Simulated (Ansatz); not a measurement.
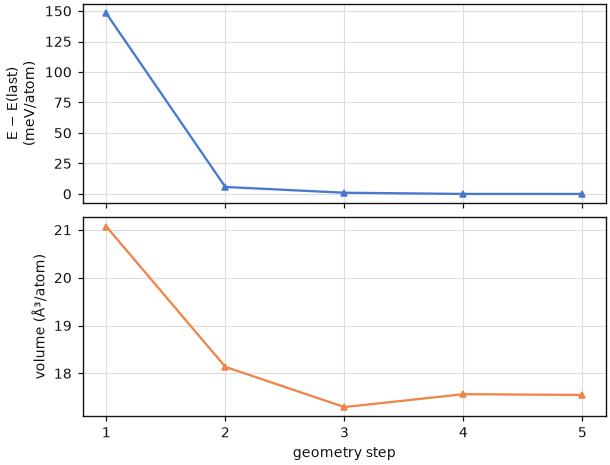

History of a geometry optimisation. Atoms and cell relax. A closing SCF on a freshly chosen basis isn't drawn.

```
crystal:
  lattice:
    - [0.0, 3.1616969676, 3.1616969676]
    - [3.1616969676, 0.0, 3.1616969676]
    - [3.1616969676, 3.1616969676, 0.0]
  atoms:
    - { symbol: Be, position: [0.75, 0.75, 0.75] }
    - { symbol: Cd, position: [0.5, 0.5, 0.5] }
    - { symbol: Cd, position: [0.25, 0.25, 0.25] }
basis:
  ecutwfc: 420
kpoints:
  mp_grid: { grid: [6, 6, 6] }
hamiltonian:
  xc: rpbe
  dispersion: d3bjatm
scf:
  occupations: { method: gaussian, width: 0.1 }
output:
  forces: true
  eigenvalues: true
  stress: true
relax:
  adjacent_minimum: "off"
  f_tol: 0.01
  max_steps: 80
  cell: { stress_tol: 0.05 }
```

Launched with:
```bash
ansatz run input.yaml --threads 1 --pin off --max-ram 2560MiB --backend cpu --events-out ev --progress --plain --runs-dir out
```

### How did it end, and what did it gain?

The optimisation met its thresholds at geometry 5, counting the start as the first. The energy fell by about 150 meV/atom from the first step to the last. All forces vanish by symmetry, so only the cell moves.

### Was the starting cell too large or too small?

The volume shrinks from 21.1 to 17.5 Å³ per atom (−17 %), overshooting to 17.3 at step 3. The start was expanded.

### Is anything amiss with this input?

Its settings were drawn outside the usual range, so the numbers aren't converged properties of the system.
